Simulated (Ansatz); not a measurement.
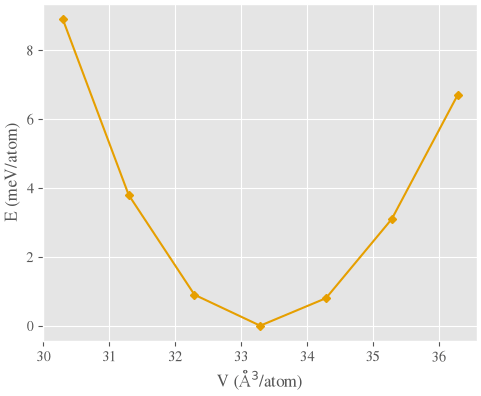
Figure: Na (bcc (W type), Im-3m) under volume change, plane-wave PAW LDA (Ansatz code), scaled uniformly.

Task: What does a third-order Birch–Murnaghan fit give for V₀, B₀ and B′?

Result: V₀ = 33.29 Å³/atom, B₀ = 9.1 GPa, B′ = 3.7.

The cell was relaxed with LDA under the symmetry of its start.

Potentials: the earlier of the program's two PAW sets. The files were generated under PBE; for other functionals the program regenerates the frozen cores, and for LDA and PBEsol the local potential too.
